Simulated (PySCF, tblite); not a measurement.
# C2H8B2: geometry, infrared bands, NMR shifts and spin-spin couplings

What infrared bands, NMR shifts and spin-spin couplings should C2H8B2 (`BBCC`) show?

Programs: tblite 0.8.0 and PySCF 2.14.0, with density-fitted response routines of our own. Each step states its level of theory. These are calculated values for one molecule in the gas phase, unless marked as measured. Atoms are numbered from 0 throughout.

### 1 The molecule as given

12 atoms, charge 0, multiplicity 1; geometry from: force field or distance geometry start.

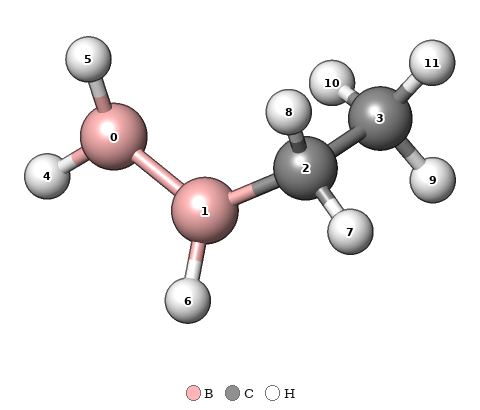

As it starts; boron pink, carbon grey, hydrogen white, atoms numbered.

### 2 Geometry optimisation with GFN2-xTB

Job settings and geometry (Å):

```
{"job": {"kind": "relax", "xc": "GFN2-xTB", "basis": "xTB"}, "charge": 0, "multiplicity": 1}
B      1.926500     0.126500     0.682800
B      0.812600    -0.606200    -0.321900
C     -0.536700     0.038900    -0.756000
C     -1.532000     0.212400     0.378900
H      2.832600    -0.513600     1.104900
H      2.165900     1.281000     0.518600
H      1.119300    -1.643700    -0.807000
H     -1.061800    -0.597600    -1.506900
H     -0.389800     1.016800    -1.240600
H     -2.139800    -0.734300     0.484200
H     -0.931900     0.407900     1.281900
H     -2.263600     1.011400     0.155100
```

Started as:

```console
OMP_NUM_THREADS=1 python probes_run.py task.json out
```

This one command runs all jobs of the session in turn.

The log of the run:

```text
step      E/eV     max force
  0    -292.72084    1.782
  1    -292.81329    0.825
  2    -292.86411    0.641
  3    -292.90557    0.557
  4    -292.93587    0.440
  5    -292.95002    0.328
  6    -292.96257    0.326
  7    -292.97767    0.285
  8    -292.99442    0.401
  9    -293.01165    0.389
 10    -293.03027    0.403
 11    -293.05070    0.445
 12    -293.07360    0.470
 13    -293.09883    0.462
 14    -293.12216    0.442
 15    -293.14512    0.484
 16    -293.16965    0.567
 17    -293.18887    0.359
 18    -293.19730    0.524
 19    -293.20936    0.298
 20    -293.21664    0.243
 21    -293.22955    0.252
 22    -293.23746    0.264
 23    -293.24742    0.272
 24    -293.25527    0.263
 25    -293.26386    0.231
 26    -293.27085    0.209
 27    -293.27597    0.182
 28    -293.27955    0.158
 29    -293.28248    0.144
 30    -293.28581    0.133
 31    -293.28840    0.147
 32    -293.29073    0.153
 33    -293.29329    0.133
 34    -293.29635    0.150
 35    -293.30002    0.198
 36    -293.30420    0.209
 37    -293.30842    0.187
 38    -293.31197    0.163
 39    -293.31485    0.147
 40    -293.31721    0.156
 41    -293.31904    0.125
 42    -293.32045    0.110
 43    -293.32151    0.108
 44    -293.32236    0.080
 45    -293.32302    0.086
 46    -293.32366    0.086
 47    -293.32434    0.093
 48    -293.32523    0.098
 49    -293.32636    0.094
 50    -293.32771    0.094
 51    -293.32908    0.123
 52    -293.33060    0.139
 53    -293.33251    0.158
 54    -293.33504    0.200
 55    -293.33783    0.178
 56    -293.34005    0.104
 57    -293.33992    0.169
 58    -293.34153    0.098
 59    -293.34194    0.070
 60    -293.34293    0.056
 61    -293.34359    0.062
 62    -293.34417    0.056
 63    -293.34453    0.046
 64    -293.34481    0.044
 65    -293.34515    0.050
 66    -293.34566    0.072
 67    -293.34628    0.074
 68    -293.34701    0.081
 69    -293.34798    0.094
 70    -293.34966    0.123
 71    -293.35245    0.187
 72    -293.35658    0.220
 73    -293.36150    0.168
 74    -293.36356    0.182
 75    -293.36506    0.207
 76    -293.36709    0.078
 77    -293.36771    0.087
 78    -293.36838    0.084
 79    -293.36900    0.080
 80    -293.36976    0.078
 81    -293.37041    0.054
 82    -293.37104    0.053
 83    -293.37143    0.040
 84    -293.37168    0.025
 85    -293.37181    0.030
 86    -293.37191    0.032
 87    -293.37208    0.028
 88    -293.37220    0.027
 89    -293.37230    0.024
 90    -293.37240    0.022
 91    -293.37252    0.029
 92    -293.37267    0.041
 93    -293.37279    0.032
 94    -293.37287    0.026
 95    -293.37292    0.020
 96    -293.37297    0.020
 97    -293.37306    0.029
 98    -293.37315    0.028
 99    -293.37322    0.018
100    -293.37328    0.016
101    -293.37333    0.023
102    -293.37339    0.024
103    -293.37345    0.030
104    -293.37351    0.021
105    -293.37357    0.020
106    -293.37363    0.023
107    -293.37369    0.017
108    -293.37373    0.016
109    -293.37377    0.015
110    -293.37381    0.016
111    -293.37387    0.017
112    -293.37393    0.020
113    -293.37398    0.022
114    -293.37402    0.018
115    -293.37406    0.021
116    -293.37411    0.024
117    -293.37415    0.013
118    -293.37417    0.006
```

It took 0.3 s on 1 thread of Arm Neoverse V2, shared host.

Step by step: (not every step is listed)

```tsv
step	energy from step 0 (eV)	largest force (eV/Å)
0	0.0000	1.7817
1	-0.0924	0.8245
2	-0.1433	0.6411
3	-0.1847	0.5567
4	-0.2150	0.4402
5	-0.2292	0.3277
6	-0.2417	0.3260
7	-0.2568	0.2853
8	-0.2736	0.4006
18	-0.4765	0.5236
28	-0.5587	0.1583
38	-0.5911	0.1630
48	-0.6044	0.0976
58	-0.6207	0.0978
68	-0.6262	0.0805
78	-0.6475	0.0837
88	-0.6514	0.0270
98	-0.6523	0.0281
108	-0.6529	0.0157
113	-0.6531	0.0216
114	-0.6532	0.0181
115	-0.6532	0.0210
116	-0.6533	0.0238
117	-0.6533	0.0126
118	-0.6533	0.0064
```

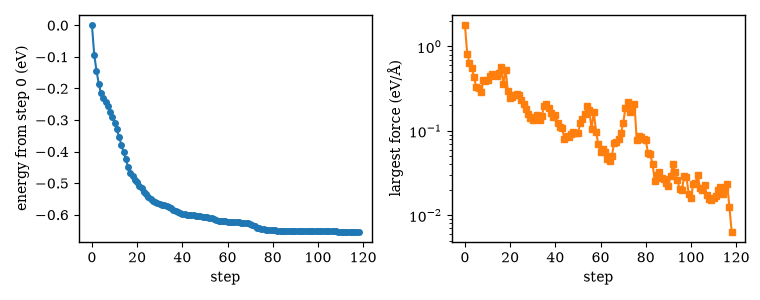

Energy and force, step by step.

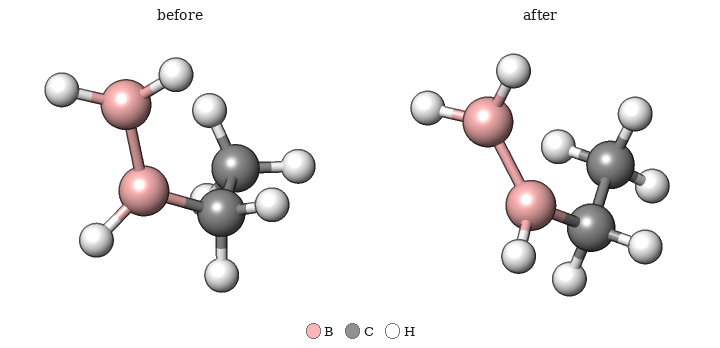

Before and after, at one scale.

Distances of close pairs at the start and the end, largest changes first:

```tsv
bond	before (Å)	after (Å)	change (Å)
B0–B1	1.669	1.622	-0.047
C3–H9	1.130	1.088	-0.042
B1–C2	1.557	1.587	+0.029
C2–H7	1.116	1.095	-0.021
C3–H11	1.106	1.090	-0.016
B0–H5	1.190	1.174	-0.016
C3–H10	1.102	1.088	-0.014
B0–H4	1.187	1.174	-0.013
```

The next job starts from the end point, and lists it.

### 3 Infrared spectrum with GFN2-xTB

Job settings and geometry (Å):

```
{"job": {"kind": "ir", "xc": "GFN2-xTB", "basis": "xTB"}, "charge": 0, "multiplicity": 1}
B      1.801055    -0.173319     0.701198
B      0.936370    -0.364091    -0.658113
C     -0.619783    -0.092120    -0.805455
C     -1.360591     0.394725     0.440552
H      1.962050    -1.038446     1.478632
H      2.342420     0.831564     0.976292
H      1.445469    -0.735852    -1.655468
H     -1.099063    -1.009763    -1.162291
H     -0.771593     0.633968    -1.610935
H     -1.274964    -0.332578     1.244927
H     -0.941085     1.335124     0.791353
H     -2.419086     0.550102     0.233281
```

The log of the run:

```text
mode    cm-1     km/mol
  1      59.9      1.51
  2     141.3      0.23
  3     228.8      0.13
  4     304.1      0.00
  5     387.2      0.58
  6     432.7      3.48
  7     615.2      2.88
  8     713.9     52.60
  9     790.9    116.83
 10     795.9     30.60
 11     886.0     45.83
 12     964.9      6.20
 13     993.8      9.53
 14    1102.6     15.76
 15    1118.9     16.72
 16    1172.9      3.70
 17    1235.0      2.18
 18    1300.7      0.15
 19    1416.9      0.46
 20    1455.2     10.66
 21    1510.7      1.89
 22    1511.9      1.71
 23    2551.1    138.16
 24    2603.3     82.46
 25    2614.0    127.13
 26    2928.0     36.68
 27    2951.9     36.15
 28    3007.3     58.94
 29    3029.9     54.45
 30    3036.2     27.87
```

It took 0.13 s on 1 thread of Arm Neoverse V2, shared host.

Which atoms move in the most intense modes:

```tsv
cm⁻¹	km/mol	atoms
714	52.6	B0 34 %, H5 17 %, H4 17 %, C2 15 %
791	116.8	B1 31 %, H6 27 %
886	45.8	H6 51 %, B0 16 %
2551	138.2	H6 92 %
2603	82.5	H4 52 %, H5 43 %
2614	127.1	H5 49 %, H4 41 %, B0 11 %
3007	58.9	H11 90 %
3030	54.5	H10 47 %, H9 43 %
```

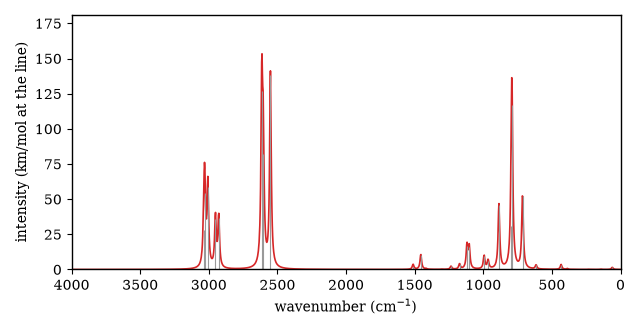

The infrared spectrum from these modes, unscaled. Lines are broadened to a width of 14 cm⁻¹ (Lorentzian).

### 4 NMR shieldings: PBE0/pcSseg-1

Settings changed since step 3:

```diff
@@ -1,2 +1,2 @@
-{"job": {"kind": "ir", "xc": "GFN2-xTB", "basis": "xTB"}, "charge": 0, "multiplicity": 1}
+{"job": {"kind": "nmr", "xc": "PBE0", "basis": "pcSseg-1"}, "charge": 0, "multiplicity": 1}
 B      1.801055    -0.173319     0.701198
```

Method: GIAO PBE0/pcSseg-1 NMR shielding, non-relativistic, gas phase.

The log of the run:

```text
coarse grid: 9304 points
cycle   1  E = -130.4169502167  dE =  3.891e-02  |g| = 3.288e-01  |ddm| = 2.800e+00
cycle   2  E = -130.4150144053  dE =  1.936e-03  |g| = 3.562e-01  |ddm| = 6.141e-01
cycle   3  E = -130.4492499529  dE = -3.424e-02  |g| = 3.105e-02  |ddm| = 3.313e-01
cycle   4  E = -130.4494958088  dE = -2.459e-04  |g| = 1.097e-02  |ddm| = 4.425e-02
cycle   5  E = -130.4495317169  dE = -3.591e-05  |g| = 3.158e-03  |ddm| = 1.346e-02
cycle   6  E = -130.4495341053  dE = -2.388e-06  |g| = 5.772e-04  |ddm| = 2.944e-03
final grid: 87808 points
cycle   7  E = -130.4707031861  dE = -2.733e-05  |g| = 6.528e-03  |ddm| = 1.915e-02
cycle   8  E = -130.4707004000  dE =  2.786e-06  |g| = 7.424e-03  |ddm| = 1.204e-02
cycle   9  E = -130.4707148956  dE = -1.450e-05  |g| = 4.520e-04  |ddm| = 6.193e-03
cycle  10  E = -130.4707149563  dE = -6.069e-08  |g| = 1.027e-04  |ddm| = 5.587e-04
cycle  11  E = -130.4707149592  dE = -2.840e-09  |g| = 3.355e-05  |ddm| = 1.249e-04
cycle  12  E = -130.4707149594  dE = -2.626e-10  |g| = 7.926e-06  |ddm| = 3.211e-05
converged SCF energy = -130.4707149594

GIAO shielding tensors (ppm)
atom      isotropic    diamagn.    paramagn.     s11        s22        s33       span
  0 B       -8.586     195.914    -204.501   -144.233    -19.856    138.329    282.562
  1 B       -7.561     192.738    -200.299   -120.629    -15.455    113.402    234.031
  2 C      155.025     249.746     -94.720    129.433    158.433    177.209     47.776
  3 C      170.096     248.015     -77.919    155.438    168.154    186.695     31.257
  4 H       21.360      29.520      -8.161      8.182     25.366     30.530     22.348
  5 H       21.362      29.520      -8.158      8.192     25.366     30.527     22.335
  6 H       22.077      29.382      -7.305     11.709     25.229     29.292     17.583
  7 H       29.838      30.285      -0.447     25.084     29.181     35.250     10.166
  8 H       29.829      30.279      -0.450     25.089     29.164     35.234     10.145
  9 H       30.516      31.141      -0.626     27.125     28.653     35.768      8.643
 10 H       30.512      31.133      -0.621     27.121     28.647     35.766      8.645
 11 H       30.442      29.344       1.098     25.940     28.591     36.795     10.855
```

It took 6.3 s on 1 thread of Arm Neoverse V2, shared host; peak memory 0.49 GiB.

The references, computed at this level on geometries of the same kind, shield at (ppm): ¹H TMS 31.72, ¹³C TMS 186.9, ¹¹B BF3·OEt2 100.1. Their shielding less the atom's gives the shift. The references are single molecules in the gas phase. Atoms listed in one row are averaged.

```tsv
atoms	environment	σ (ppm)	δ (ppm)	δ scaled to CDCl3
C2	sp3 CH2 bonded to B	155.0	31.9	29.2
C3	methyl carbon	170.1	16.8	14.5
H4, H5	hydrogen on a boron bonded to B	21.36	10.36	–
H6	hydrogen on a boron bonded to C, B	22.08	9.64	–
H7, H8	hydrogen on an sp3 CH2 bonded to B	29.83	1.88	1.88
H9, H10, H11	hydrogen on a methyl carbon	30.49	1.23	1.26
B0	boron bonded to B, 2 H	-8.6	108.7	–
B1	boron bonded to C, B, H	-7.6	107.6	–
```

The scaled column applies a straight-line fit of computed shieldings to shifts measured in CDCl3 (root-mean-square error 0.16 ppm for H, 1.9 ppm for C).

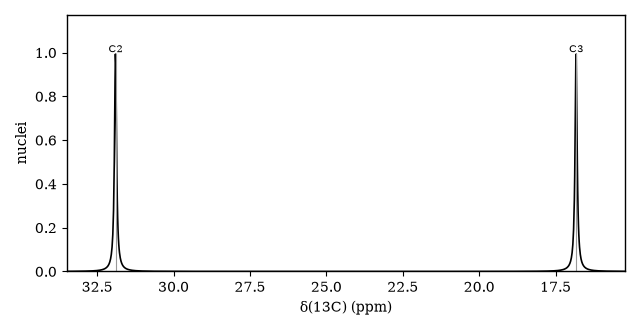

¹³C lines at the computed shifts, without couplings. Lines are broadened to a width of 0.08 ppm (Lorentzian).

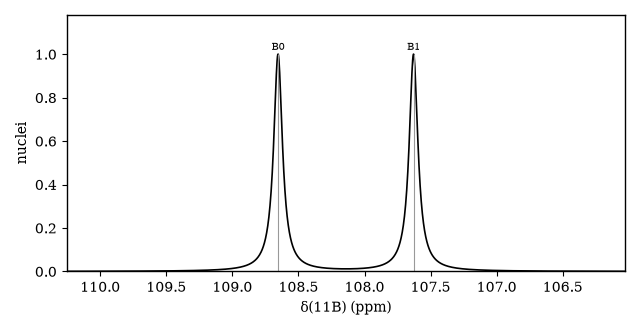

¹¹B lines at the computed shifts, without couplings. Lines are broadened to a width of 0.08 ppm (Lorentzian).

Charges from the same density, by scheme (e):

```tsv
atoms	Mulliken	IAO	Hirshfeld	ESP fit
B0	-0.07	-0.09	0.09	0.22
B1	0.13	0.05	0.11	0.09
C2	-0.49	-0.38	-0.13	0.04
C3	-0.28	-0.41	-0.12	-0.21
```

IAO charges:

```tsv
atom	value (e)
B0	-0.09
B1	0.05
C2	-0.38
C3	-0.41
H4	0.04
H5	0.04
H6	0.03
H7	0.16
H8	0.16
H9	0.13
H10	0.13
H11	0.14
```

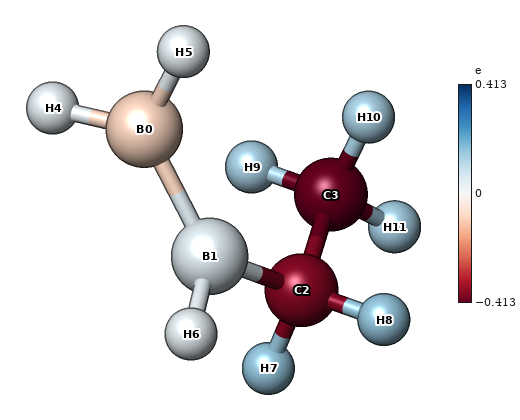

IAO charges, as colours on the atoms.

Mayer bond orders: B0–B1 1.09, B1–C2 1.00, C2–C3 1.06.

### 5 Indirect couplings: B3LYP/pcJ-1

Settings changed since step 4:

```diff
@@ -1,2 +1,2 @@
-{"job": {"kind": "nmr", "xc": "PBE0", "basis": "pcSseg-1"}, "charge": 0, "multiplicity": 1}
+{"job": {"kind": "j", "xc": "B3LYP", "basis": "pcJ-1"}, "charge": 0, "multiplicity": 1}
 B      1.801055    -0.173319     0.701198
```

Method: B3LYP/pcJ-1 indirect spin-spin coupling, non-relativistic, gas phase.

The log of the run:

```text
coarse grid: 9304 points
cycle   1  E = -130.6245305571  dE = -1.426e-02  |g| = 3.932e-01  |ddm| = 2.549e+00
cycle   2  E = -130.6110080278  dE =  1.352e-02  |g| = 4.613e-01  |ddm| = 7.243e-01
cycle   3  E = -130.6680464557  dE = -5.704e-02  |g| = 4.227e-02  |ddm| = 4.167e-01
cycle   4  E = -130.6684723811  dE = -4.259e-04  |g| = 1.649e-02  |ddm| = 5.791e-02
cycle   5  E = -130.6685509400  dE = -7.856e-05  |g| = 4.442e-03  |ddm| = 1.857e-02
cycle   6  E = -130.6685555289  dE = -4.589e-06  |g| = 8.430e-04  |ddm| = 3.837e-03
final grid: 87808 points
cycle   7  E = -130.6970664799  dE = -7.115e-05  |g| = 5.582e-03  |ddm| = 1.473e-02
cycle   8  E = -130.6970622058  dE =  4.274e-06  |g| = 6.828e-03  |ddm| = 9.129e-03
cycle   9  E = -130.6970740441  dE = -1.184e-05  |g| = 3.554e-04  |ddm| = 5.221e-03
cycle  10  E = -130.6970740661  dE = -2.198e-08  |g| = 1.954e-04  |ddm| = 4.608e-04
cycle  11  E = -130.6970740762  dE = -1.011e-08  |g| = 3.780e-05  |ddm| = 1.793e-04
cycle  12  E = -130.6970740765  dE = -3.234e-10  |g| = 6.923e-06  |ddm| = 3.237e-05
converged SCF energy = -130.6970740765

Indirect spin-spin couplings (Hz)
  i      j    bonds     total        FC       PSO       DSO        SD
  0 B    1 B    1     72.928    74.694    -2.222     0.126     0.329
  0 B    2 C    2      3.176     3.609    -0.228    -0.018    -0.187
  0 B    3 C    3      4.238     4.205     0.068     0.011    -0.046
  0 B    4 H    1    116.390   117.994    -2.215     0.232     0.379
  0 B    5 H    1    116.477   118.081    -2.215     0.232     0.380
  0 B    6 H    2      8.751     8.929     0.080    -0.314     0.057
  0 B    7 H    3      0.930     0.988     0.321    -0.354    -0.025
  0 B    8 H    3      0.976     1.031     0.326    -0.356    -0.024
  0 B   11 H    4      0.225     0.194     0.401    -0.372     0.003
  1 B    2 C    1     43.080    45.094    -2.474     0.164     0.296
  1 B    3 C    2     -0.099     0.004    -0.063    -0.032    -0.007
  1 B    4 H    2      4.826     5.056     0.005    -0.280     0.045
  1 B    5 H    2      4.824     5.054     0.006    -0.281     0.045
  1 B    6 H    1    112.455   113.723    -2.088     0.487     0.333
  1 B    7 H    2     -4.151    -4.057     0.024    -0.280     0.162
  1 B    8 H    2     -4.159    -4.058     0.022    -0.282     0.160
  1 B    9 H    3      2.277     2.536    -0.156    -0.080    -0.022
  1 B   10 H    3      2.289     2.547    -0.155    -0.080    -0.022
  1 B   11 H    3     11.369    11.466     0.461    -0.567     0.009
  2 C    3 C    1     33.145    32.779     0.222     0.144         -
  2 C    4 H    3     -0.910    -0.829     0.064    -0.146         -
  2 C    5 H    3     -0.910    -0.828     0.065    -0.147         -
  2 C    6 H    2     -2.803    -2.342    -0.346    -0.115         -
  2 C    7 H    1    122.321   120.148     1.481     0.691         -
  2 C    8 H    1    122.540   120.372     1.477     0.691         -
  2 C    9 H    2     -2.598    -2.645     0.296    -0.249         -
  2 C   10 H    2     -2.614    -2.661     0.296    -0.248         -
  2 C   11 H    2     -3.788    -3.832     0.328    -0.284         -
  3 C    6 H    3     12.363    12.409     0.300    -0.346         -
  3 C    7 H    2     -3.320    -3.371     0.298    -0.248         -
  3 C    8 H    2     -3.264    -3.315     0.299    -0.249         -
  3 C    9 H    1    130.701   128.861     1.263     0.577         -
  3 C   10 H    1    130.684   128.844     1.263     0.577         -
  3 C   11 H    1    131.765   129.964     1.253     0.548         -
  4 H    5 H    2    -17.636   -17.266     1.725    -2.095         -
  4 H    6 H    3     -2.680    -2.618     1.037    -1.100         -
  4 H    7 H    4      5.260     5.320     0.613    -0.674         -
  4 H    8 H    4     -0.495    -0.398     1.218    -1.315         -
  5 H    6 H    3     -2.680    -2.617     1.038    -1.101         -
  5 H    7 H    4     -0.470    -0.373     1.216    -1.313         -
  5 H    8 H    4      5.253     5.314     0.623    -0.683         -
  6 H    7 H    3      3.481     3.558     0.327    -0.404         -
  6 H    8 H    3      3.548     3.627     0.325    -0.403         -
  6 H    9 H    4     -0.329    -0.202     1.062    -1.189         -
  6 H   10 H    4     -0.332    -0.205     1.060    -1.187         -
  6 H   11 H    4      2.108     2.175     1.355    -1.421         -
  7 H    8 H    2    -21.360   -21.538     2.423    -2.246         -
  7 H    9 H    3      3.270     3.402     0.574    -0.706         -
  7 H   10 H    3     15.559    15.668     2.860    -2.969         -
  7 H   11 H    3      4.276     4.414     0.458    -0.597         -
  8 H    9 H    3     15.569    15.678     2.860    -2.968         -
  8 H   10 H    3      3.247     3.379     0.579    -0.711         -
  8 H   11 H    3      4.286     4.424     0.457    -0.595         -
  9 H   10 H    2    -13.365   -13.454     2.821    -2.733         -
  9 H   11 H    2    -13.243   -13.317     2.894    -2.819         -
 10 H   11 H    2    -13.229   -13.303     2.895    -2.821         -
```

It took 16 s on 1 thread of Arm Neoverse V2, shared host; peak memory 0.75 GiB.

Couplings of 1 Hz or more, nine at most for each number of bonds, with means over like pairs (isotopes 11B, 13C, 1H):

```tsv
pair	bonds	J (Hz)	Fermi contact (Hz)	dihedral (°)
C3–H9	1	131.0	129.2	–
C2–H7	1	122.4	120.3	–
B0–H4	1	116.4	118.0	–
B1–H6	1	112.5	113.7	–
B0–B1	1	72.9	74.7	–
B1–C2	1	43.1	45.1	–
C2–C3	1	33.1	32.8	–
H7–H8	2	-21.4	-21.5	–
H4–H5	2	-17.6	-17.3	–
H9–H10	2	-13.3	-13.4	–
B0–H6	2	8.8	8.9	–
B1–H4	2	4.8	5.1	–
B1–H7	2	-4.2	-4.1	–
C3–H7	2	-3.3	-3.3	–
B0–C2	2	3.2	3.6	–
C2–H9	2	-3.0	-3.0	–
C3–H6	3	12.4	12.4	-180
H7–H9	3	7.7	7.8	–
B1–H9	3	5.3	5.5	–
B0–C3	3	4.2	4.2	0
H6–H7	3	3.5	3.6	57
H4–H6	3	-2.7	-2.6	-89
H4–H7	4	2.4	2.5	–
```

The spin-dipole term was solved for some atoms only; pairs without it lack that part.

Quadrupole couplings from the field gradients of the same density:

```tsv
atom	isotope	eQq/h (MHz)	η
B0	11B	6.222	0.20
B1	11B	5.874	0.19
```

Shifts (PBE0/pcSseg-1, scaled to CDCl3 for protons on carbon, raw for the others) and these couplings together give the proton spectrum at 300 MHz below. H–H couplings in it are scaled by factors fitted to measured ones, so they differ from the table. Couplings to quadrupolar nuclei are left out.

¹H NMR δ 10.36 (br, 2H), 9.64 (br, 1H), 1.88 (m, 2H), 1.26 (t, J = 7.1 Hz, 3H).

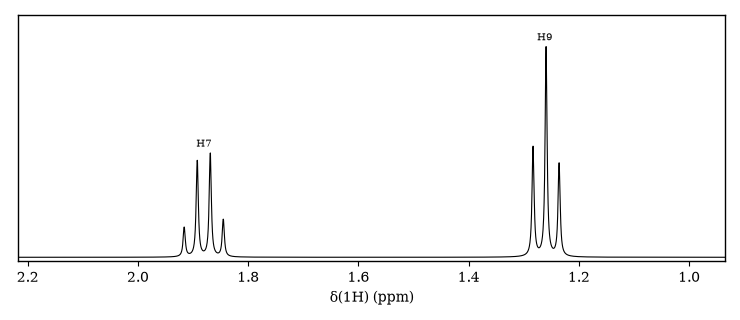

Simulated proton spectrum at 300 MHz, by exact diagonalisation of each spin system; lines 1.2 Hz wide, exchangeable protons uncoupled, protons on B, Al or Ga left out.

### 6 Summary of results

```
                                                              quantity                        value
                             strongest single infrared mode (GFN2-xTB)        2551 cm⁻¹, 138 km/mol
                                          zero-point energy (GFN2-xTB)                59.8 kcal/mol
                                ¹³C shifts against TMS (PBE0/pcSseg-1)               31.9, 16.8 ppm
¹H shifts against TMS (PBE0/pcSseg-1, means over atoms taken as alike)  10.36, 9.64, 1.88, 1.23 ppm
                           ¹¹B shifts against BF3·OEt2 (PBE0/pcSseg-1)             108.7, 107.6 ppm
                           largest coupling of the table (B3LYP/pcJ-1)      ¹J(C,H) C3–H9, 131.0 Hz
```

**Reading.** The optimisation took 118 steps and gained 0.653 eV; among the close pairs (by a distance rule), B0–B1 changed most, from 1.669 to 1.622 Å. All 30 modes are real, so the xTB geometry is a minimum. The strongest single mode, at 2551 cm⁻¹, moves mainly H6. Unscaled tight-binding wavenumbers are off by several per cent, some by more. Its intensities can rank the bands wrongly. At PBE0/pcSseg-1: The largest span, 283 ppm, is at B0, where the paramagnetic term is -205 ppm. Of the pairs tabulated at B3LYP/pcJ-1, C3–H9 (mean over like pairs) couples most strongly (131.0 Hz; Fermi contact 129.2 Hz). Couplings across rotatable bonds belong to this one conformer; where others are populated, the observed values are averages.
